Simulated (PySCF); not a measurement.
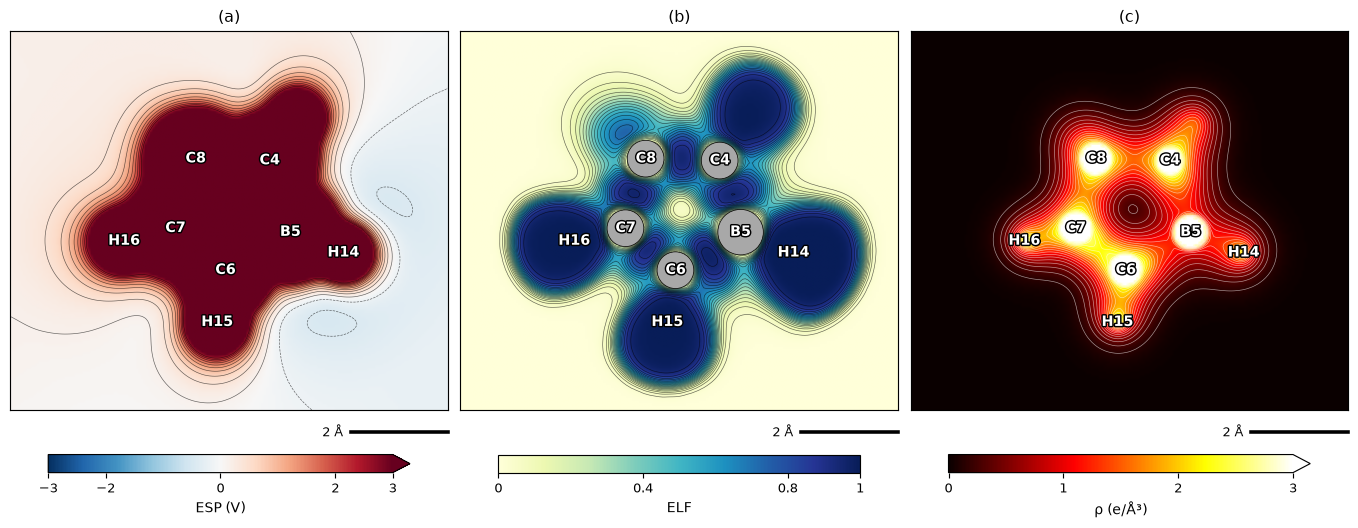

*C5H10AlBO. (a) electrostatic potential; (b) electron localisation function; (c) total electron density on the plane of atoms C6, C7 and C8. Grey discs cover the atomic cores in the ELF map.*

Geometry: GFN2-xTB.

All numbers below come from PBE0/pcSseg-1, SCF density, gas phase, non-relativistic in PySCF.

```yaml
atoms:
  - { symbol: C, position_ang: [2.6512, -1.1582, -0.4822] }
  - { symbol: O, position_ang: [1.8818, -0.0499, -0.1133] }
  - { symbol: Al, position_ang: [0.9759, 1.2442, 0.3495] }
  - { symbol: C, position_ang: [-1.0398, 1.3774, 0.0104] }
  - { symbol: B, position_ang: [-1.2024, 0.8786, 1.4595] }
  - { symbol: C, position_ang: [-1.4740, -0.6390, 1.3031] }
  - { symbol: C, position_ang: [-1.6115, -0.9424, 0.0045] }
  - { symbol: C, position_ang: [-1.4709, 0.2283, -0.9040] }
  - { symbol: H, position_ang: [2.9837, -1.0522, -1.5177] }
  - { symbol: H, position_ang: [2.0605, -2.0722, -0.3891] }
  - { symbol: H, position_ang: [3.5285, -1.2349, 0.1634] }
  - { symbol: H, position_ang: [1.7605, 2.3969, 0.9800] }
  - { symbol: H, position_ang: [-1.3218, 2.3747, -0.3274] }
  - { symbol: H, position_ang: [-1.1378, 1.5066, 2.4486] }
  - { symbol: H, position_ang: [-1.5844, -1.3942, 2.0693] }
  - { symbol: H, position_ang: [-1.8121, -1.9252, -0.4010] }
  - { symbol: H, position_ang: [-2.4299, 0.4614, -1.3762] }
  - { symbol: H, position_ang: [-0.7662, 0.0064, -1.7159] }
```

**Interpret the plot.**

Atoms in the plane: C, B and H.
C–C (1.34 Å): ρ at the midpoint is about 2.3 e/Å³; the ELF peaks at about 0.95 between the atoms (a short, multiple covalent bond).
C–B (1.54 Å): ρ at the midpoint is about 1.4 e/Å³; the ELF peaks at about 0.95 between the atoms (a shared electron pair).
C–H (1.08 Å): ρ at the midpoint is about 2 e/Å³; the ELF climbs to about 1 towards the hydrogen, as it does in any bond to H: an ordinary covalent bond to hydrogen.
Outside the dense part of the molecule the potential is most negative (−0.5 V) near H14.
